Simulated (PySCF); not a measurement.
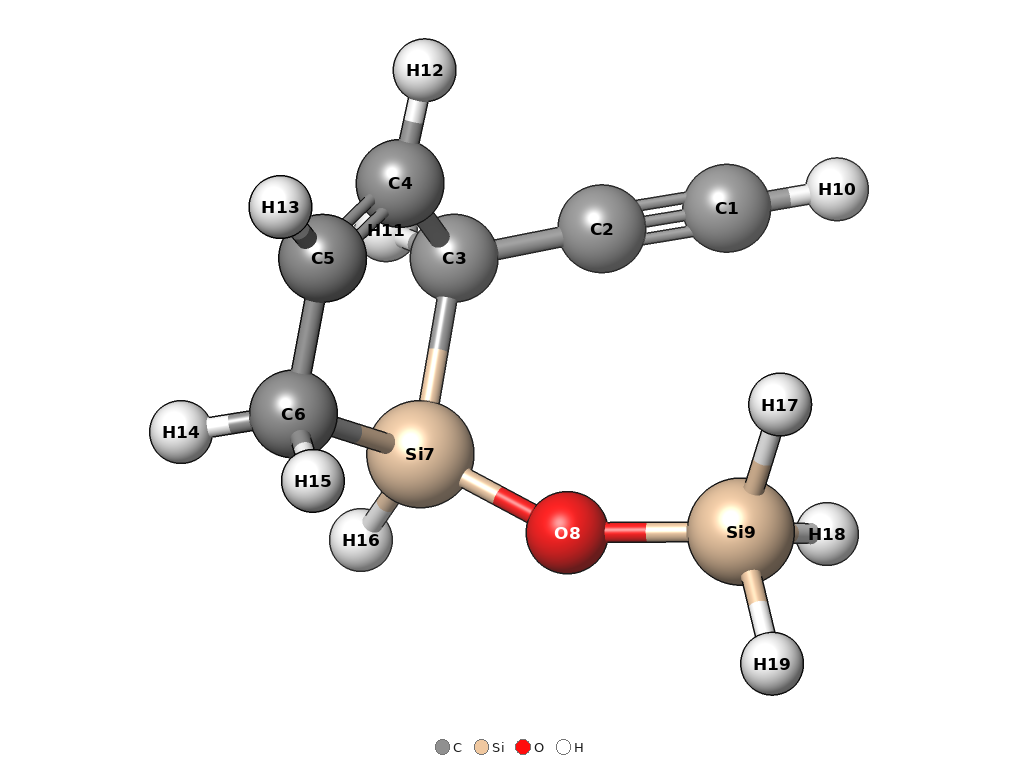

Computed geometry: PBE0-D3(BJ)/def2-SVP optimisation. No frequency run is at hand to confirm it as a minimum. Method: delta-SCF UKS SCAN, pcX-2 on the ionised atom, pcseg-1 elsewhere, spin-free X2C (PySCF 2.14.0).

Give the core-electron binding energies (to vacuum; p and d levels without spin–orbit splitting) of C1 1s, C2 1s, C3 1s, C4 1s, C5 1s, C6 1s, Si7 1s, Si7 2p, O8 1s, Si9 1s, Si9 2p.

| atom | level | binding energy (eV) |
| --- | --- | --- |
| C1 | 1s | 289.8 |
| C2 | 1s | 290.5 |
| C3 | 1s | 290.9 |
| C4 | 1s | 290.3 |
| C5 | 1s | 290.3 |
| C6 | 1s | 290.2 |
| Si7 | 1s | 1847.0 |
| Si7 | 2p | 107.3 |
| O8 | 1s | 537.7 |
| Si9 | 1s | 1847.3 |
| Si9 | 2p | 107.5 |
